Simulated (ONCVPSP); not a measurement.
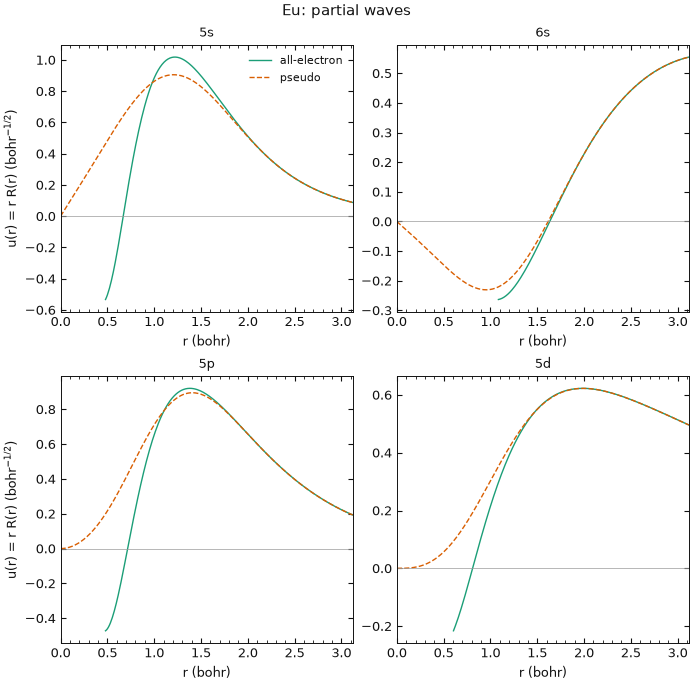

Fig. 1: Pseudo-waves (dashed) against the all-electron radial functions (solid). The innermost oscillations of some all-electron curves aren't drawn. Reference configuration 5s2 5p6 5d1 6s2.

- Matching radii: 5s at 2.40 bohr; 6s at 2.40 bohr; 5p at 2.15 bohr; 5d at 2.25 bohr. The curves merge smoothly, so the plot gives these only roughly.
- Nodes of the pseudo-waves: 5s has no node; 6s has a node at about 1.6 bohr; 5p has no node; 5d has no node. A node in 6s is expected, since a lower shell of the same l is also in the valence and the two must stay orthogonal.
- Cutoffs needed: 14 Ha (loose) and 18 Ha (tight), as the cutoffs at which the residual kinetic energy of the hardest occupied pseudo-wave falls to 1 and 0.1 mHa per electron.

# Pseudopotential generation for Eu

System: europium (Eu, Z = 63), core [Kr] 4d10 4f6, reference valence 5s2 5p6 5d1 6s2, valence charge 11.
Method: ONCV potential, PBEsol, scalar-relativistic, made with ONCVPSP 4.0.1.

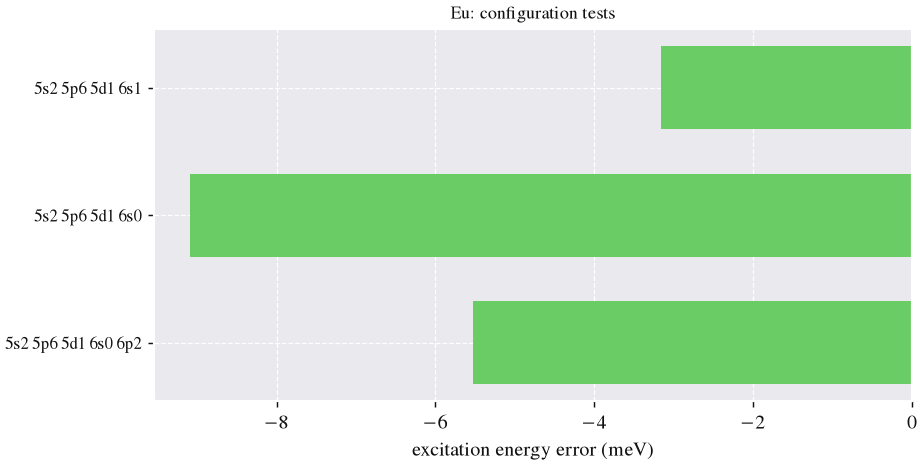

Fig. 2: Errors, all-electron minus pseudo, of the energies of valence configurations relative to the unpolarised reference 5s2 5p6 5d1 6s2. Not all tests gave a result: 1 of 4 tests not solved.

- Worst configuration: 5s2 5p6 5d1 6s0 (charge +2): the error is -9.1 meV on an all-electron energy of +18.46 eV relative to the reference, or 0.049 %.
- Configurations within 10 meV and within 50 meV: 3 and 3 of 3.
- Errors in meV: 5s2 5p6 5d1 6s1: -3.2; 5s2 5p6 5d1 6s0: -9.1; 5s2 5p6 5d1 6s0 6p2: -5.5.

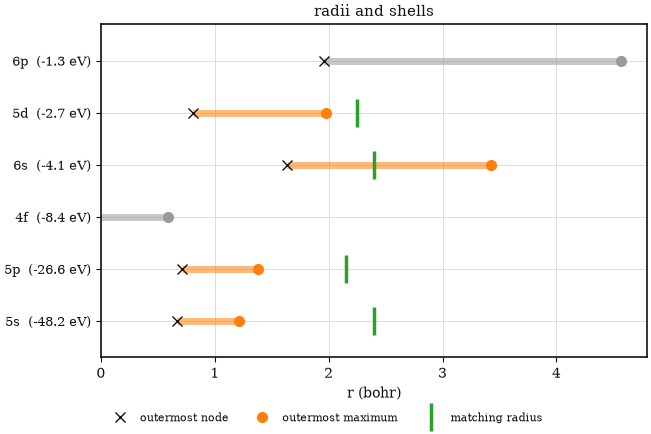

Fig. 3: Outer shells of the all-electron reference atom: each bar runs from the outermost node (or the nucleus) to the outermost maximum of u(r); the tick is the radius chosen for the pseudo-wave. Shells without a tick have no pseudo-wave of their own. Levels, nodes and maxima are from ld1.x, scalar-relativistic.

- Radii against the shells: 5s: 2.40 bohr, outside the maximum; 5p: 2.15 bohr, outside the maximum; 6s: 2.40 bohr, between node and maximum; 5d: 2.25 bohr, outside the maximum.

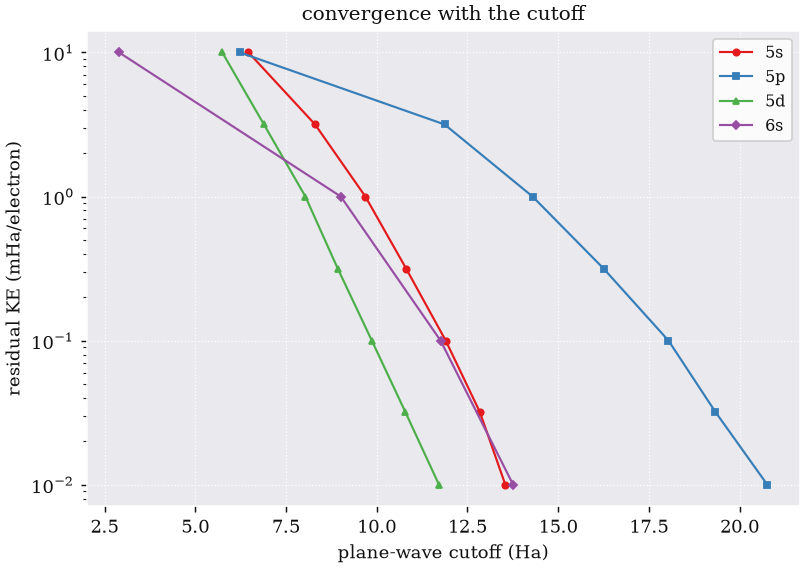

Fig. 4: Residual kinetic energy of the pseudo-waves (the first of each channel, and further valence shells) beyond the plane-wave cutoff, as the generator prints it.

- Hardest wave at 1 mHa per electron: 5p, with rc = 2.15 bohr and qcut = 7.2 1/bohr. The optimisation minimises, but can't always remove, the kinetic energy above qcut²/2 = 25.9 Ha, and a larger rc would as a rule soften the wave at some cost in transferability.
- Cutoffs for 1 mHa per electron: 5p: 14 Ha; 5s: 9.7 Ha; 6s: 9.0 Ha; 5d: 8.0 Ha.
- Cutoffs for the occupied states: 14 Ha for 1 mHa and 18 Ha for 0.1 mHa per electron. The first is set by 5p.

Input and output of the run follow.

## Input
```
# ATOM AND REFERENCE CONFIGURATION
# atsym  z   nc   nv     iexc    psfile
  Eu 63.00   10    4  -116133      upf
#
#   n    l    f
    1    0    2.00
    2    0    2.00
    2    1    6.00
    3    0    2.00
    3    1    6.00
    3    2   10.00
    4    0    2.00
    4    1    6.00
    4    2   10.00
    4    3    6.00
    5    0    2.00
    5    1    6.00
    5    2    1.00
    6    0    2.00
#
# PSEUDOPOTENTIAL AND OPTIMIZATION
# lmax
    2
#
#   l,   rc,      ep,       ncon, nbas, qcut
    0    2.40    0.00    4    8    5.70
    1    2.15    0.00    4    8    7.20
    2    2.25    0.00    4    7    4.80
#
# LOCAL POTENTIAL
# lloc, lpopt,  rc(5),   dvloc0
    4    1    2.05    7.00
#
# VANDERBILT-KLEINMAN-BYLANDER PROJECTORs
# l, nproj, debl
    0    2    2.90
    1    2    1.60
    2    2    0.30
#
# MODEL CORE CHARGE
# icmod, fcfact, rcfact
    3    5.75    1.60
#
# LOG DERIVATIVE ANALYSIS
# epsh1, epsh2, depsh
   -3.00    5.00    0.02
#
# OUTPUT GRID
# rlmax, drl
    6.00    0.01
#
# TEST CONFIGURATIONS
# ncnf
    4
# nvcnf
#   n    l    f
    4
    5    0    2.00
    5    1    6.00
    5    2    1.00
    6    0    1.00
#
    4
    5    0    2.00
    5    1    6.00
    5    2    1.00
    6    0    0.00
#
    4
    5    0    2.00
    5    1    6.00
    5    2    0.00
    6    0    0.00
#
    5
    5    0    2.00
    5    1    6.00
    5    2    1.00
    6    0    0.00
    6    1    2.00
#
```

Run as:
```bash
oncvpsp.x < Eu.dat > Eu.out
```

## Log (extracts)
```
ONCVPSP  (Optimized Norm-Conservinng Vanderbilt PSeudopotential)
scalar-relativistic version 4.0.1

#   n    l    f        energy (Ha)
    1    0    2.00    -1.7770946E+03
    2    0    2.00    -2.9204293E+02
    2    1    6.00    -2.6024708E+02
    3    0    2.00    -6.4481113E+01
    3    1    6.00    -5.4588095E+01
    3    2   10.00    -4.1356535E+01
    4    0    2.00    -1.2999863E+01
    4    1    6.00    -9.7400023E+00
    4    2   10.00    -5.1985801E+00
    4    3    6.00    -3.0867721E-01
    5    0    2.00    -1.7730806E+00
    5    1    6.00    -9.7914746E-01
    5    2    1.00    -9.7768253E-02
    6    0    2.00    -1.5004756E-01

Reference configufation results
  iterations    31
  all-electron total energy (Ha)   -1.08401779D+04

Begin loop to  construct optimized pseudo wave functions
and semi-local pseudopoentials for all angular momenta

Calculating optimized projector #   1

 for l=   0

    Fraction of norm inside rc  0.975316
    Optimizing pswf for qcut=   5.69 a_B^-1,  ecut=  16.20 Ha
    Residual kinetic energy error=  1.56D-07 Ha

    Energy error per electron        Cutoff
         Ha          eV             Ha
         0.01000     0.27211        6.47
         0.00100     0.02721        9.69
         0.00010     0.00272       11.90
         0.00001     0.00027       13.54

Calculating optimized projector #   2

 for l=   0

    Fraction of norm inside rc  0.091353
    Optimizing pswf for qcut=   5.69 a_B^-1,  ecut=  16.20 Ha
    Residual kinetic energy error=  4.12D-07 Ha

    Energy error per electron        Cutoff
         Ha          eV             Ha
         0.01000     0.27211        2.90
         0.00100     0.02721        9.01
         0.00010     0.00272       11.76
         0.00001     0.00027       13.76

   Wellstate for l =  1  n =  7
     eigenvalue =   0.6209
     asymptotic potential =   1.1209
     half-point radius =  6.2838

Calculating optimized projector #   1

 for l=   1

    Fraction of norm inside rc  0.853901
    Optimizing pswf for qcut=   7.19 a_B^-1,  ecut=  25.86 Ha
    Residual kinetic energy error=  3.40D-08 Ha

    Energy error per electron        Cutoff
         Ha          eV             Ha
         0.01000     0.27211        6.22
         0.00100     0.02721       14.29
         0.00010     0.00272       18.04
         0.00001     0.00027       20.76

Calculating optimized projector #   2

 for l=   1

    Fraction of norm inside rc  0.068602
    Optimizing pswf for qcut=   7.19 a_B^-1,  ecut=  25.86 Ha
    Residual kinetic energy error=  9.66D-08 Ha

    Energy error per electron        Cutoff
         Ha          eV             Ha
         0.01000     0.27211        4.86
         0.00100     0.02721       13.31
         0.00010     0.00272       17.84
         0.00001     0.00027       21.15

   Wellstate for l =  2  n =  6
     eigenvalue =   0.2022
     asymptotic potential =   0.7022
     half-point radius =  9.0151

Calculating optimized projector #   1

 for l=   2

    Fraction of norm inside rc  0.392467
    Optimizing pswf for qcut=   4.80 a_B^-1,  ecut=  11.50 Ha
    Residual kinetic energy error=  9.68D-06 Ha

    Energy error per electron        Cutoff
         Ha          eV             Ha
         0.01000     0.27211        5.74
         0.00100     0.02721        8.03
         0.00010     0.00272        9.87
         0.00001     0.00027       11.72

Calculating optimized projector #   2

 for l=   2

    Fraction of norm inside rc  0.137964
    Optimizing pswf for qcut=   4.80 a_B^-1,  ecut=  11.50 Ha
    Residual kinetic energy error=  5.47D-06 Ha

    Energy error per electron        Cutoff
         Ha          eV             Ha
         0.01000     0.27211        5.14
         0.00100     0.02721        7.51
         0.00010     0.00272        9.46
         0.00001     0.00027       11.18

Construct Vanderbilt / Kleinmman-Bylander projectors

B matrix Hermiticity error, ll=   0
   1   2    1.3101E-04

  Orthonormal projector coefficients -2.9603E+00 -2.8314E+00

B matrix Hermiticity error, ll=   1
   1   2   -1.2875E-04

  Orthonormal projector coefficients -2.7026E+00 -5.4500E-01

B matrix Hermiticity error, ll=   2
   1   2    1.3573E-05

  Orthonormal projector coefficients -3.3262E+00 -1.0343E+00

Model core correction analysis
  based on d2Exc/dn_idn_j

d2excae - all-electron derivatives

   -2.549819D-02   -2.238052D-02   -8.455511D-03   -1.575583D-03
   -2.238052D-02   -2.257756D-02   -1.201636D-02   -2.767174D-03
   -8.455437D-03   -1.201615D-02   -1.779798D-02   -1.533485D-02
   -1.575478D-03   -2.766829D-03   -1.532955D-02   -2.496185D-02

d2excps - pseudofunction derivatives with no core correction

   -4.154837D-02   -2.992299D-02   -1.009016D-02   -2.930947D-03
   -2.992372D-02   -2.865314D-02   -1.384394D-02   -3.365799D-03
   -1.009022D-02   -1.384375D-02   -1.886763D-02   -1.577036D-02
   -2.931561D-03   -3.365475D-03   -1.576496D-02   -2.536895D-02

rms 2nd derivative error    5.162464E-03

rmatch, rhocmatch    1.1461    4.5444

Teter function model core charge with specified parameters

d2excps - pseudofunction derivatives with core correction

   -1.961606D-02   -1.688353D-02   -6.978861D-03   -1.552494D-03
   -1.688345D-02   -1.821692D-02   -1.074386D-02   -2.768060D-03
   -6.978685D-03   -1.074363D-02   -1.745996D-02   -1.556658D-02
   -1.552406D-03   -2.767829D-03   -1.556095D-02   -2.514775D-02

rms 2nd derivative error    2.760279E-03

Pseudoatom total energy  -36.941413

Diagnostic tests using Vanderbilt-Kleinman-Bylander pseudopotentials
  1 or more projectors used as specified by nproj input data

   l    rcore       rmatch      e in        delta e   norm test  slope test

   0   2.4064053   2.4794690  -1.7730806  -0.0000056   1.0002309   1.0002177
   0   2.4064053   2.4794690  -0.1500476   0.0000005   1.0000100   1.0000110

   1   2.1607530   2.2263581  -0.9791475  -0.0000026   1.0001122   1.0001173
   1   2.1607530   2.2263581   0.6208525   0.0000098   1.0001846   1.0001846

   2   2.2531546   2.3215652  -0.0977683   0.0000003   1.0000345   1.0000257
   2   2.2531546   2.3215652   0.2022318  -0.0000008   1.0001104   1.0001104

 Testing for bound ghosts
   n   l    E NL Schr. Eq   E Basis Diag.   E Cutoff

   1   0       -1.773086       -1.773084     45.80
   2   0       -0.150047       -0.134829     45.80

   2   1       -0.979150       -0.979140     65.03

   3   2       -0.097768       -0.090831     50.67

 Testing for highly-localized positive-energy ghosts
       l    <radius>/rc     E Basis Diag.   E Cutoff

Test configuration 0

   n   l     f        eae           eps        diff
   1   0  2.0000-1777.09464997
   2   0  2.0000 -292.04293057
   2   1  6.0000 -260.24708099
   3   0  2.0000  -64.48111251
   3   1  6.0000  -54.58809533
   3   2 10.0000  -41.35653463
   4   0  2.0000  -12.99986317
   4   1  6.0000   -9.74000228
   4   2 10.0000   -5.19858010
   4   3  6.0000   -0.30867721
   5   0  2.0000   -1.77308056   -1.77308618   -5.62D-06
   5   1  6.0000   -0.97914746   -0.97915002   -2.56D-06
   5   2  1.0000   -0.09776825   -0.09776791    3.41D-07
   6   0  2.0000   -0.15004756   -0.15004709    4.73D-07

    Total energies and differences
      AE_ref= -1.08401779D+04  AE_tst= -1.08401779D+04  dif=  0.00D+00
      PS_ref= -3.69414134D+01  PS_tst= -3.69414134D+01  dif= -3.13D-13
      PSP excitation error=  3.13D-13

Test configuration 1

   n   l     f        eae           eps        diff
   1   0  2.0000-1777.32729485
   2   0  2.0000 -292.27446052
   2   1  6.0000 -260.47868007
   3   0  2.0000  -64.71232270
   3   1  6.0000  -54.81931353
   3   2 10.0000  -41.58774118
   4   0  2.0000  -13.23114787
   4   1  6.0000   -9.97130174
   4   2 10.0000   -5.42985670
   4   3  6.0000   -0.53976999
   5   0  2.0000   -2.00442687   -2.00631291   -1.89D-03
   5   1  6.0000   -1.21011315   -1.21100050   -8.87D-04
   5   2  1.0000   -0.31200614   -0.31216342   -1.57D-04
   6   0  1.0000   -0.33696964   -0.33708235   -1.13D-04

    Total energies and differences
      AE_ref= -1.08401779D+04  AE_tst= -1.08399361D+04  dif=  2.42D-01
      PS_ref= -3.69414134D+01  PS_tst= -3.66995269D+01  dif=  2.42D-01
      PSP excitation error= -1.16D-04

Test configuration 2

   n   l     f        eae           eps        diff
   1   0  2.0000-1777.59934868
   2   0  2.0000 -292.54482477
   2   1  6.0000 -260.74915983
   3   0  2.0000  -64.98185986
   3   1  6.0000  -55.08886738
   3   2 10.0000  -41.85732688
   4   0  2.0000  -13.50081737
   4   1  6.0000  -10.24102104
   4   2 10.0000   -5.69958835
   4   3  6.0000   -0.80901287
   5   0  2.0000   -2.27392606   -2.27960682   -5.68D-03
   5   1  6.0000   -1.47782071   -1.48079232   -2.97D-03
   5   2  1.0000   -0.55589467   -0.55669595   -8.01D-04

    Total energies and differences
      AE_ref= -1.08401779D+04  AE_tst= -1.08394994D+04  dif=  6.78D-01
      PS_ref= -3.69414134D+01  PS_tst= -3.62626296D+01  dif=  6.79D-01
      PSP excitation error= -3.34D-04

Test configuration 3

psatom: WARNING lschvkbb convergence error n,l,iter=   3   2   4
ea(ii),et,emin,emax -1.057178E-01 -1.162896E-01 -1.162896E-01 -1.162896E-01
run_config: WARNING for fully non-local PS atom, stg. 1
 WARNING no output for configuration 4

Test configuration 4

   n   l     f        eae           eps        diff
   1   0  2.0000-1777.18591259
   2   0  2.0000 -292.13332467
   2   1  6.0000 -260.33746043
   3   0  2.0000  -64.57131350
   3   1  6.0000  -54.67829412
   3   2 10.0000  -41.44673972
   4   0  2.0000  -13.09037933
   4   1  6.0000   -9.83055089
   4   2 10.0000   -5.28914366
   4   3  6.0000   -0.39909972
   5   0  2.0000   -1.86446849   -1.86753628   -3.07D-03
   5   1  6.0000   -1.06923165   -1.07057069   -1.34D-03
   5   2  1.0000   -0.16782701   -0.16806048   -2.33D-04
   6   1  2.0000   -0.08775132   -0.08776828   -1.70D-05

    Total energies and differences
      AE_ref= -1.08401779D+04  AE_tst= -1.08399656D+04  dif=  2.12D-01
      PS_ref= -3.69414134D+01  PS_tst= -3.67289973D+01  dif=  2.12D-01
      PSP excitation error= -2.03D-04
```

## Key numbers

- outcome: generated
- cutoffs needed: 14 Ha and 18 Ha (the cutoffs at which the residual kinetic energy of the hardest occupied pseudo-wave falls to 1 and 0.1 mHa per electron)
- ghost test: no bound ghost flagged; no localised positive-energy state flagged
- configuration tests: 1 of 4 tests not solved
- rms error of d²Exc/dni dnj: 5.16 mHa without and 2.76 mHa with the model core
- largest excitation error among the tests solved: -9.1 meV (all-electron minus pseudo) for 5s2 5p6 5d1 6s0
- range over which the phases arctan(r R′/R) at the test radius agree within 0.05 rad (a looser test near the poles than one of phase shifts): s: up to about 4.0 Ha; p: over the whole range computed; d: up to about 2.7 Ha; f: not judged, local potential alone
- hardware: 1 CPU thread, shared host
- wall time: 3.8 s

## Notes

Warnings of the program, in the generation or the tests: psatom: WARNING lschvkbb convergence error n,l,iter= 3 2 4. The open f shell is frozen into the core, so the potential fits one valence alone and carries no f magnetism.
